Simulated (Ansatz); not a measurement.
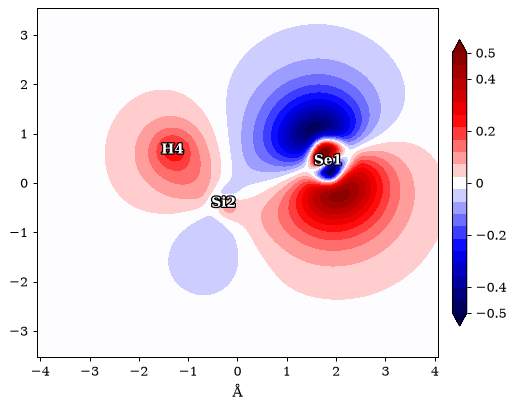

*H3SeSi (doublet). One frontier orbital on the plane of atoms Se1, Si2 and H4 (values in Å⁻³ᐟ²; the overall sign is arbitrary).*

Geometry: B3LYP-D3(BJ)/def2-SVP.

Level of theory: isolated molecule in a Gaussian basis; Kohn-Sham density functional theory, functional PBE0 in Ansatz 0.2.0.

```xyz
5

Se   -2.3322   -4.5063   -1.7130
Si   -1.1950   -2.7790   -2.6890
H     0.2405   -3.1864   -2.6189
H    -1.3847   -1.4979   -1.9513
H    -1.5879   -2.5860   -4.1137
```

Question: Which orbital is it: HOMO (α) or LUMO (α)?

Answer: The HOMO (α), at −7.31 eV. It lies mainly on Se1 (about 85 %); largely a lone pair of Se1.
